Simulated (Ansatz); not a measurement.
# Nudged elastic band of C2H5FSi

The run: nudged elastic band of C2H5FSi. Method and program: RKS PBE0-D4/def2-SVP (Ansatz 0.2.0).

One setting was made poor on purpose. It belongs to a series of runs on one base structure; here: band between the two ends. Figures and captions count atoms from 1; the log counts them from 0 in places.

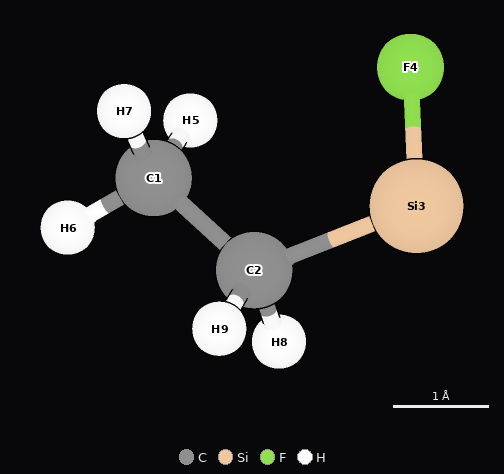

Figure 1. The structure as given in the input (ball-and-stick view, seen at a tilt; atoms are numbered from 1 in the order of the input). Bond lengths as drawn: C–C 1.52 Å, C–H 1.10 to 1.11 Å, C–Si 1.90 Å and F–Si 1.65 Å.

**The input**
```yaml
crystal:
  periodic: [false, false, false]
  atoms:
    - { symbol: C, position_ang: [-0.383783, 0.800891, -0.299016] }
    - { symbol: C, position_ang: [0.088809, -0.248141, 0.699856] }
    - { symbol: Si, position_ang: [1.183693, -1.677763, 0.089701] }
    - { symbol: F, position_ang: [0.890966, -1.565667, -1.526381] }
    - { symbol: H, position_ang: [-0.876985, 0.332876, -1.163288] }
    - { symbol: H, position_ang: [-1.092584, 1.512603, 0.152415] }
    - { symbol: H, position_ang: [0.460957, 1.386218, -0.694143] }
    - { symbol: H, position_ang: [-0.774927, -0.790189, 1.147269] }
    - { symbol: H, position_ang: [0.592354, 0.202771, 1.576587] }
basis:
  gaussian: { orbitals: def2-SVP }
hamiltonian:
  xc: pbe0
  dispersion: d4
neb:
  order_check: false
  images: 5
  f_tol: 0.05
  max_iterations: 60
  initial_path: idpp
  max_displacement: 0.5
  optimiser: lbfgs
  final_atoms:
    - { symbol: C, position_ang: [-0.50403154, 1.02406658, -0.25129518] }
    - { symbol: C, position_ang: [0.06434696, -0.27165321, 0.31581978] }
    - { symbol: Si, position_ang: [1.05800555, -1.34481172, -0.90150154] }
    - { symbol: F, position_ang: [1.43670902, -2.56303911, 0.13614799] }
    - { symbol: H, position_ang: [-1.19056677, 0.83455547, -1.09246042] }
    - { symbol: H, position_ang: [-1.06693036, 1.59584047, 0.50275719] }
    - { symbol: H, position_ang: [0.2908726, 1.68585124, -0.63202922] }
    - { symbol: H, position_ang: [-0.73240979, -0.92429634, 0.7256503] }
    - { symbol: H, position_ang: [0.73250433, -0.08291437, 1.1799111] }
```

Machine: 1 thread of an x86-64 CPU, shared host.

Run as:
```bash
ansatz run input.yaml --threads 1 --pin off --max-ram 2048MiB --backend cpu --events-out ev --progress --plain --runs-dir out
```

**Output**
```
Engine: ansatz 0.2.0, x86_64-unknown-linux-gnu
Functional definition: PBE0
  parameter a = 0.25
  parameter kappa = 0.804
  parameter beta = 0.06672455060314922
  exchange = (1 - a)*pbe_x(kappa = kappa, mu = beta*pi^2/3) + a*exact_x
  correlation = pbe_c(beta = beta)
913 factors; integrals over basis functions are off by at most 4.2e-4 eV
mean field evaluation 1: about -12728.6266 eV, gradient 5.5e1 eV
mean field evaluation 2: about -12722.6780 eV, gradient 7.5e1 eV
mean field evaluation 4: about -12735.5173 eV, gradient 4.2e0 eV
mean field evaluation 8: about -12735.5614 eV, gradient 1.5e-1 eV
mean field evaluation 16: about -12735.5615 eV, gradient 9.1e-6 eV
mean field -12735.56147927 eV, -468.0232518894 hartree, gradient 9.1e-6 eV, S^2 0.000000; 0 other end points of the search recorded, 0 dependent functions left out
the calculation of the forces begins
reference -12735.56150410 eV, -468.0232528020 hartree; 20, 20 occupied and 65, 65 virtual orbitals, 913 factors
913 factors; integrals over basis functions are off by at most 3.6e-4 eV
mean field -12735.55084235 eV, -468.0228609901 hartree, gradient 2.4e-5 eV, S^2 0.000000; 0 other end points of the search recorded, 0 dependent functions left out
[... from here on the field's lines of each further geometry are left out, up to the last ...]
NEB iter   1: max|band force component| = 4.443e-1 eV/Å  barrier→ = 0.1110 eV  barrier← = 0.0954 eV  CI = image 3  Δτ_max = 0.0091 Å  (176 SCF iters)
NEB iter   2: max|band force component| = 3.069e-1 eV/Å  barrier→ = 0.0996 eV  barrier← = 0.0841 eV  CI = image 3  Δτ_max = 0.0091 Å  (137 SCF iters)
NEB iter   3: max|band force component| = 2.425e-1 eV/Å  barrier→ = 0.0930 eV  barrier← = 0.0774 eV  CI = image 3  Δτ_max = 0.0250 Å  (130 SCF iters)
NEB iter   4: max|band force component| = 2.687e-1 eV/Å  barrier→ = 0.0831 eV  barrier← = 0.0675 eV  CI = image 3  Δτ_max = 0.0046 Å  (143 SCF iters)
NEB iter   5: max|band force component| = 1.189e-1 eV/Å  barrier→ = 0.0804 eV  barrier← = 0.0648 eV  CI = image 3  Δτ_max = 0.0032 Å  (122 SCF iters)
NEB iter   6: max|band force component| = 1.347e-1 eV/Å  barrier→ = 0.0793 eV  barrier← = 0.0637 eV  CI = image 3  Δτ_max = 0.0021 Å  (110 SCF iters)
NEB iter   7: max|band force component| = 1.070e-1 eV/Å  barrier→ = 0.0784 eV  barrier← = 0.0628 eV  CI = image 3  Δτ_max = 0.0102 Å  (103 SCF iters)
NEB iter   8: max|band force component| = 2.021e-1 eV/Å  barrier→ = 0.0758 eV  barrier← = 0.0603 eV  CI = image 3  Δτ_max = 0.0033 Å  (125 SCF iters)
NEB iter   9: max|band force component| = 9.067e-2 eV/Å  barrier→ = 0.0746 eV  barrier← = 0.0591 eV  CI = image 3  Δτ_max = 0.0025 Å  (112 SCF iters)
NEB iter  10: max|band force component| = 1.033e-1 eV/Å  barrier→ = 0.0740 eV  barrier← = 0.0585 eV  CI = image 3  Δτ_max = 0.0017 Å  (106 SCF iters)
NEB iter  11: max|band force component| = 9.373e-2 eV/Å  barrier→ = 0.0735 eV  barrier← = 0.0580 eV  CI = image 3  Δτ_max = 0.0082 Å  (103 SCF iters)
NEB iter  12: max|band force component| = 1.697e-1 eV/Å  barrier→ = 0.0721 eV  barrier← = 0.0566 eV  CI = image 3  Δτ_max = 0.0028 Å  (119 SCF iters)
NEB iter  13: max|band force component| = 7.936e-2 eV/Å  barrier→ = 0.0714 eV  barrier← = 0.0558 eV  CI = image 3  Δτ_max = 0.0022 Å  (111 SCF iters)
NEB iter  14: max|band force component| = 8.667e-2 eV/Å  barrier→ = 0.0710 eV  barrier← = 0.0554 eV  CI = image 3  Δτ_max = 0.0015 Å  (100 SCF iters)
NEB iter  15: max|band force component| = 8.061e-2 eV/Å  barrier→ = 0.0707 eV  barrier← = 0.0551 eV  CI = image 3  Δτ_max = 0.0071 Å  (100 SCF iters)
NEB iter  16: max|band force component| = 1.448e-1 eV/Å  barrier→ = 0.0697 eV  barrier← = 0.0542 eV  CI = image 3  Δτ_max = 0.0024 Å  (119 SCF iters)
NEB iter  17: max|band force component| = 7.004e-2 eV/Å  barrier→ = 0.0692 eV  barrier← = 0.0537 eV  CI = image 3  Δτ_max = 0.0018 Å  (108 SCF iters)
NEB iter  18: max|band force component| = 7.367e-2 eV/Å  barrier→ = 0.0690 eV  barrier← = 0.0534 eV  CI = image 3  Δτ_max = 0.0013 Å  (99 SCF iters)
NEB iter  19: max|band force component| = 6.984e-2 eV/Å  barrier→ = 0.0688 eV  barrier← = 0.0532 eV  CI = image 3  Δτ_max = 0.0062 Å  (99 SCF iters)
NEB iter  20: max|band force component| = 1.242e-1 eV/Å  barrier→ = 0.0681 eV  barrier← = 0.0526 eV  CI = image 3  Δτ_max = 0.0021 Å  (114 SCF iters)
NEB iter  21: max|band force component| = 6.161e-2 eV/Å  barrier→ = 0.0678 eV  barrier← = 0.0522 eV  CI = image 3  Δτ_max = 0.0016 Å  (103 SCF iters)
NEB iter  22: max|band force component| = 6.317e-2 eV/Å  barrier→ = 0.0676 eV  barrier← = 0.0520 eV  CI = image 3  Δτ_max = 0.0011 Å  (98 SCF iters)
NEB iter  23: max|band force component| = 6.072e-2 eV/Å  barrier→ = 0.0674 eV  barrier← = 0.0519 eV  CI = image 3  Δτ_max = 0.0054 Å  (98 SCF iters)
NEB iter  24: max|band force component| = 1.072e-1 eV/Å  barrier→ = 0.0670 eV  barrier← = 0.0515 eV  CI = image 3  Δτ_max = 0.0018 Å  (110 SCF iters)
NEB iter  25: max|band force component| = 5.418e-2 eV/Å  barrier→ = 0.0668 eV  barrier← = 0.0512 eV  CI = image 3  Δτ_max = 0.0014 Å  (104 SCF iters)
NEB iter  26: max|band force component| = 5.463e-2 eV/Å  barrier→ = 0.0666 eV  barrier← = 0.0511 eV  CI = image 3  Δτ_max = 0.0010 Å  (97 SCF iters)
NEB iter  27: max|band force component| = 5.299e-2 eV/Å  barrier→ = 0.0665 eV  barrier← = 0.0510 eV  CI = image 3  Δτ_max = 0.0048 Å  (98 SCF iters)
NEB iter  28: max|band force component| = 9.299e-2 eV/Å  barrier→ = 0.0662 eV  barrier← = 0.0507 eV  CI = image 3  Δτ_max = 0.0016 Å  (112 SCF iters)
NEB iter  29: max|band force component| = 4.766e-2 eV/Å  barrier→ = 0.0660 eV  barrier← = 0.0505 eV  CI = image 3  Δτ_max = 0.0606 Å  (98 SCF iters)
NEB iter  30: max|band force component| = 2.311e-1 eV/Å  barrier→ = 0.0648 eV  barrier← = 0.0493 eV  CI = image 3  Δτ_max = 0.0751 Å  (30 SCF iters)
the calculation of the forces begins
reference -12735.53776876 eV, -468.0223805443 hartree; 20, 20 occupied and 65, 65 virtual orbitals, 913 factors
913 factors; integrals over basis functions are off by at most 3.4e-4 eV
mean field evaluation 928: about -12735.4995 eV, gradient 1.7e-4 eV
mean field -12735.49952785 eV, -468.0209752170 hartree, gradient 8.6e-5 eV, S^2 0.000000; 1 other end points of the search recorded, 0 dependent functions left out
the calculation of the forces begins
reference -12735.49955283 eV, -468.0209761348 hartree; 20, 20 occupied and 65, 65 virtual orbitals, 913 factors
NEB iter  31: max|band force component| = 3.276e-2 eV/Å  barrier→ = 0.0649 eV  barrier← = 0.0493 eV  CI = image 3  Δτ_max = 0.0000 Å  (263 SCF iters)
```

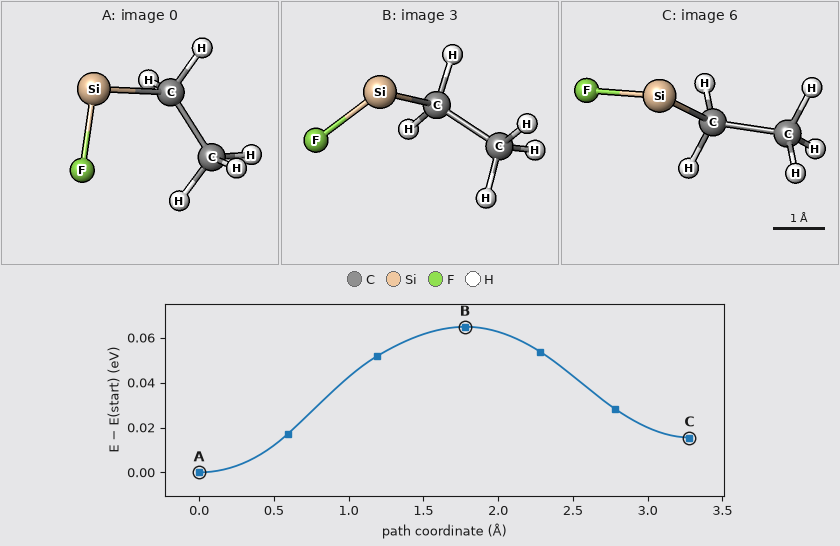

Figure 2. Images of the last band (counted from 0; ball-and-stick, seen at a tilt) above the energy along the path; the line is a cubic interpolation that uses the forces. The highest image is number 3, 0.065 eV above the start and 0.049 eV above the end (the climbing image); the end lies 0.016 eV above the start. The path is 3.28 Å long. The band converged in 31 iterations.

```
Total energy: -12735.63309708 eV, -468.0258837957 hartree
Atom 0 at    -0.258362     1.013789    -0.199835 Å, force    -0.004819    -0.005399    -0.003531 eV/Å
Atom 1 at     0.006089    -0.312287     0.524750 Å, force    -0.006224     0.000950    -0.009138 eV/Å
Atom 2 at     1.391295    -1.293873    -0.344955 Å, force     0.021667    -0.000131     0.001391 eV/Å
Atom 3 at     0.508981    -2.531922    -0.971395 Å, force    -0.007889     0.012827     0.008642 eV/Å
Atom 4 at    -0.663483     0.852563    -1.211900 Å, force     0.000765     0.001189     0.001566 eV/Å
Atom 5 at    -0.988005     1.634808     0.342807 Å, force     0.001259    -0.002067     0.001841 eV/Å
Atom 6 at     0.658890     1.616871    -0.308519 Å, force     0.002453     0.000400    -0.000613 eV/Å
Atom 7 at    -0.911584    -0.920139     0.593600 Å, force    -0.011740     0.000470     0.005693 eV/Å
Atom 8 at     0.344679    -0.106211     1.558448 Å, force     0.004529    -0.008240    -0.005851 eV/Å
Dipole moment:    -0.097506     0.282167     0.188424 e Å
this run last wrote the band of iteration 31 to [file]; this run last wrote the band within `neb.f_tol` of iteration 29 to [file]
```

**The last band as extended XYZ (Å, eV, eV/Å)**
```
9
Properties=species:S:1:pos:R:3:forces:R:3 image=0 energy=-12735.69795
C    -0.3838    0.8009   -0.2990    0.0066  -0.0072   0.0009
C     0.0888   -0.2481    0.6999   -0.0038   0.0106  -0.0030
Si    1.1837   -1.6778    0.0897   -0.0025  -0.0032  -0.0032
F     0.8910   -1.5657   -1.5264    0.0016  -0.0010   0.0008
H    -0.8770    0.3329   -1.1633   -0.0028  -0.0022  -0.0033
H    -1.0926    1.5126    0.1524   -0.0027   0.0024   0.0029
H     0.4610    1.3862   -0.6941    0.0003   0.0021   0.0008
H    -0.7749   -0.7902    1.1473    0.0036  -0.0014   0.0001
H     0.5924    0.2028    1.5766   -0.0005   0.0000   0.0039
9
Properties=species:S:1:pos:R:3:forces:R:3 image=1 energy=-12735.68079
C    -0.3229    0.8680   -0.2763    0.0102  -0.0011  -0.0092
C     0.1029   -0.2513    0.6711   -0.0278  -0.0255   0.0271
Si    1.3141   -1.5629    0.0192    0.0077  -0.0292   0.0204
F     0.5815   -1.8619   -1.4240   -0.0027   0.0458  -0.0326
H    -0.7328    0.4608   -1.2122    0.0026  -0.0164  -0.0027
H    -1.0895    1.5169    0.1757   -0.0072  -0.0073  -0.0132
H     0.5283    1.5144   -0.5445   -0.0038   0.0004  -0.0014
H    -0.7780   -0.8745    0.9448    0.0031   0.0229   0.0177
H     0.4849    0.1441    1.6291    0.0180   0.0104  -0.0062
9
Properties=species:S:1:pos:R:3:forces:R:3 image=2 energy=-12735.64630
C    -0.2818    0.9343   -0.2391    0.0037  -0.0123   0.0170
C     0.0582   -0.2900    0.6202   -0.0303  -0.0226   0.0182
Si    1.4119   -1.3815   -0.1601    0.0044   0.0101   0.0031
F     0.4680   -2.2011   -1.2293   -0.0057   0.0249  -0.0274
H    -0.6886    0.6389   -1.2185    0.0006  -0.0139  -0.0117
H    -1.0339    1.5733    0.2506    0.0046  -0.0168  -0.0192
H     0.6010    1.5681   -0.4247    0.0135   0.0052  -0.0105
H    -0.8411   -0.9176    0.7615   -0.0045   0.0131   0.0171
H     0.3948    0.0293    1.6223    0.0138   0.0124   0.0134
9
Properties=species:S:1:pos:R:3:forces:R:3 image=3 energy=-12735.63307
C    -0.2584    1.0138   -0.1998   -0.0048  -0.0054  -0.0035
C     0.0061   -0.3123    0.5248   -0.0062   0.0009  -0.0091
Si    1.3913   -1.2939   -0.3450    0.0217  -0.0001   0.0014
F     0.5090   -2.5319   -0.9714   -0.0079   0.0128   0.0086
H    -0.6635    0.8526   -1.2119    0.0008   0.0012   0.0016
H    -0.9880    1.6348    0.3428    0.0013  -0.0021   0.0018
H     0.6589    1.6169   -0.3085    0.0025   0.0004  -0.0006
H    -0.9116   -0.9201    0.5936   -0.0117   0.0005   0.0057
H     0.3447   -0.1062    1.5584    0.0045  -0.0082  -0.0059
9
Properties=species:S:1:pos:R:3:forces:R:3 image=4 energy=-12735.64410
C    -0.2384    1.0799   -0.1680    0.0002   0.0006   0.0213
C    -0.0348   -0.3222    0.4118   -0.0007   0.0295  -0.0419
Si    1.3412   -1.2960   -0.4790   -0.0039   0.0098  -0.0116
F     0.5683   -2.7290   -0.7042    0.0049  -0.0172   0.0270
H    -0.6248    1.0428   -1.1992   -0.0009   0.0008   0.0033
H    -0.9576    1.6677    0.4233    0.0028   0.0034   0.0040
H     0.7029    1.6539   -0.1966    0.0000  -0.0011  -0.0027
H    -0.9728   -0.9028    0.4294    0.0017  -0.0044  -0.0051
H     0.3045   -0.2408    1.4653   -0.0041  -0.0215   0.0058
9
Properties=species:S:1:pos:R:3:forces:R:3 image=5 energy=-12735.66951
C    -0.2122    1.1282   -0.1311   -0.0007  -0.0037   0.0079
C    -0.0755   -0.3293    0.3019    0.0017   0.0226  -0.0290
Si    1.2498   -1.3124   -0.6470   -0.0033   0.0047  -0.0151
F     0.6559   -2.8273   -0.4146    0.0056  -0.0086   0.0349
H    -0.5670    1.2095   -1.1713   -0.0033   0.0057   0.0053
H    -0.9258    1.6836    0.4967    0.0038   0.0008   0.0098
H     0.7509    1.6625   -0.0796    0.0004   0.0006   0.0003
H    -1.0366   -0.8726    0.2648   -0.0027  -0.0022  -0.0109
H     0.2490   -0.3887    1.3631   -0.0017  -0.0199  -0.0031
9
Properties=species:S:1:pos:R:3:forces:R:3 image=6 energy=-12735.68239
C    -0.4779    1.0226   -0.3042    0.0014  -0.0004  -0.0025
C     0.0342   -0.2699    0.3210    0.0015  -0.0013  -0.0015
Si    1.1372   -1.3497   -0.7916   -0.0072   0.0088   0.0045
F     1.4163   -2.5621    0.2837    0.0000  -0.0014   0.0021
H    -1.0825    0.8284   -1.2050   -0.0001  -0.0010   0.0011
H    -1.1088    1.5985    0.3905    0.0006  -0.0007  -0.0005
H     0.3496    1.6823   -0.6122    0.0002  -0.0008   0.0010
H    -0.7979   -0.9203    0.6578    0.0022  -0.0015  -0.0020
H     0.6183   -0.0763    1.2430    0.0013  -0.0019  -0.0023
```

**Summary**

| quantity | value |
| --- | --- |
| outcome | converged |
| barrier, forward | 0.065 eV |
| barrier, backward | 0.049 eV |
| wall time | 4.2 min |
| peak memory | 0.18 GiB |

A deliberately poor setting: step length. The order of the saddle point was not checked.
